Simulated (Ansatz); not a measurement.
# C$_{2}$H$_{5}$F$_{3}$GeO: what the fields show

Input file:

```
crystal:
  periodic: [false, false, false]
  atoms:
    - {symbol: C, position_ang: [1.136285, 0.241951, 1.608425]}
    - {symbol: C, position_ang: [-0.025123, 0.345156, 0.653854]}
    - {symbol: F, position_ang: [-1.161685, 1.008116, -2.503727]}
    - {symbol: F, position_ang: [-2.330489, -1.193959, -1.380726]}
    - {symbol: F, position_ang: [-0.147401, -1.508273, -3.050180]}
    - {symbol: Ge, position_ang: [-0.820798, -0.528240, -1.832638]}
    - {symbol: O, position_ang: [0.279430, -0.432878, -0.505985]}
    - {symbol: H, position_ang: [0.936647, 0.829692, 2.516722]}
    - {symbol: H, position_ang: [1.305107, -0.804941, 1.899626]}
    - {symbol: H, position_ang: [2.055777, 0.622772, 1.140668]}
    - {symbol: H, position_ang: [-0.199758, 1.396517, 0.364301]}
    - {symbol: H, position_ang: [-0.950993, -0.031216, 1.123761]}
basis:
  gaussian:
    orbitals: def2-SVPD
output: {forces: true, orbitals: {seedname: orbitals}}
hamiltonian:
  xc: pbe0
```

Launched as:

```sh
ansatz run input.yaml --threads 2 --pin off --max-ram 6090MiB --events-out events.jsonl --progress --plain --runs-dir runs
```

Geometry: PBE0-D4/def2-SVP.

Method: isolated molecule in a Gaussian basis; Kohn-Sham density functional theory, functional PBE0 in Ansatz 0.2.0.

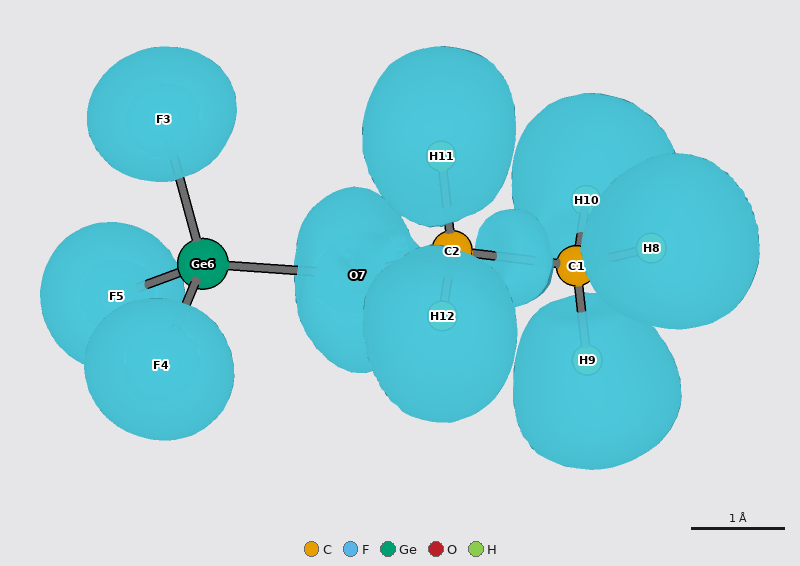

Figure 1. Isosurface of the ELF at 0.75 (cyan), seen from one side. Only the valence region is drawn (cores and ρ < 0.01 e/Å³ removed).

> What do the ELF domains correspond to?

The ELF exceeds this value in one region between bonded C–C atoms (shared pairs), five regions around hydrogen nuclei, one region on O in which the atom's valence shell and bonds are merged and three regions wrapped around F (the valence shell of each). Along the contacts the grid gives the following. C–O (1.43 Å): the ELF peaks at about 0.90 between the atoms (a shared but strongly polarised pair). C–C (1.51 Å): the ELF peaks at about 0.95 between the atoms: localised, covalent bonding.

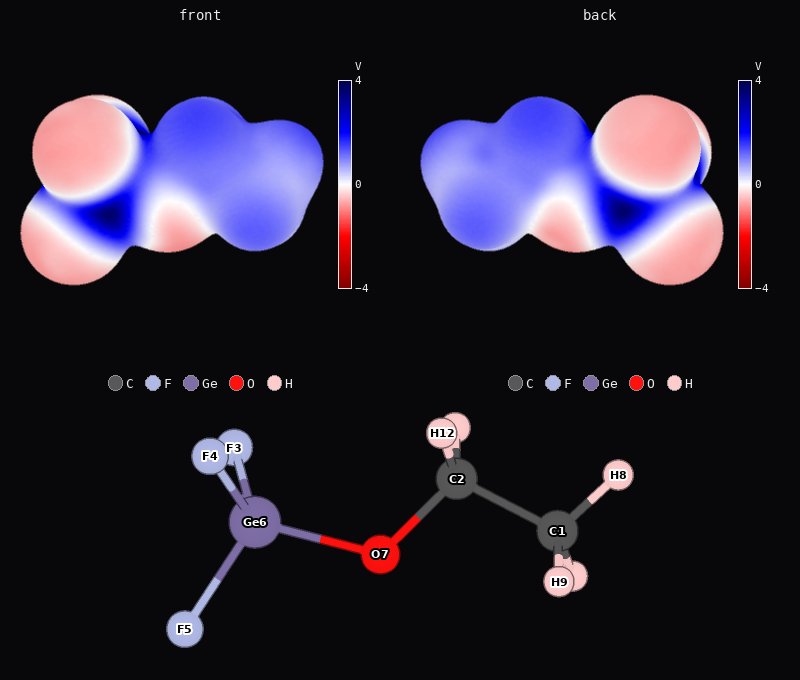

Figure 2. The molecular electrostatic potential painted on the density surface at 0.004 e/bohr³, seen from the front and from behind; the colour scale runs from red (negative) to blue (positive). The bare structure is drawn below in the same view.

> Where is the surface potential most negative and most positive?

The most negative region (about −0.8 V, or −18 kcal/mol for a unit charge) lies over F3, F4 and O7, the most positive (about +3.5 V, or +81 kcal/mol for a unit charge) over Ge6.

> What dipole moment does the calculation give?

Its dipole moment is 2.98 D.

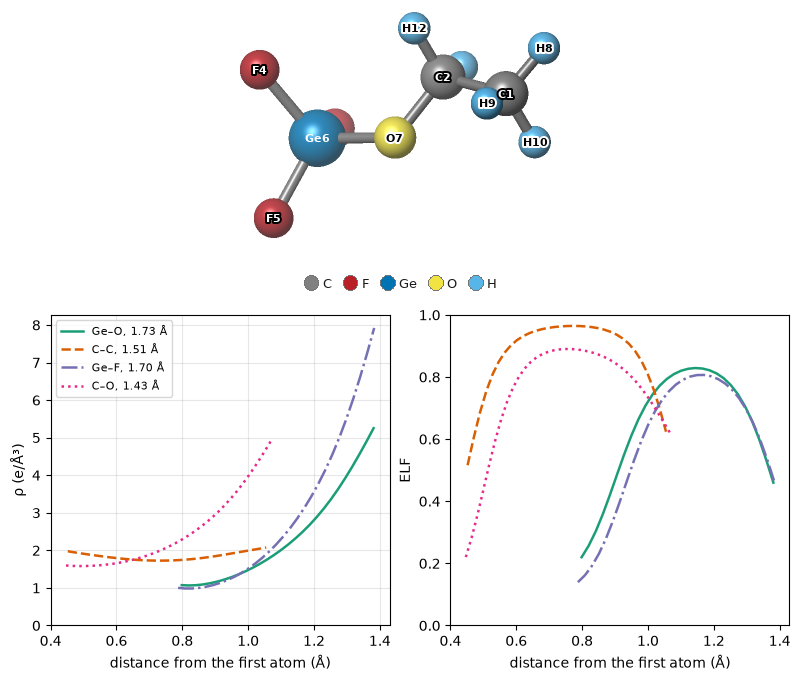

Figure 3. Total electron density and ELF along straight lines between neighbouring atoms. The curves leave out the atomic cores. The structure is drawn too.

> Compare the contacts.

Ge–O (1.73 Å): ρ is about 1.1 e/Å³ halfway; the ELF peaks at about 0.85 in the valence shell of O, 0.6 Å from its nucleus, and is about 0.35 at the midpoint.
C–C (1.51 Å): the density is about 1.7 e/Å³ at the midpoint; the ELF peaks at about 0.95 between the atoms (a covalent bond).
Ge–F (1.70 Å): the density is about 1 e/Å³ at the midpoint; the ELF peaks at about 0.80 in the valence shell of F, 0.5 Å from its nucleus, and is about 0.25 at the midpoint.
C–O (1.43 Å): the density is about 1.9 e/Å³ at the midpoint, with its minimum of 1.6 e/Å³ about 0.5 Å from C; the ELF peaks at about 0.90 between the atoms; a shared but strongly polarised pair.
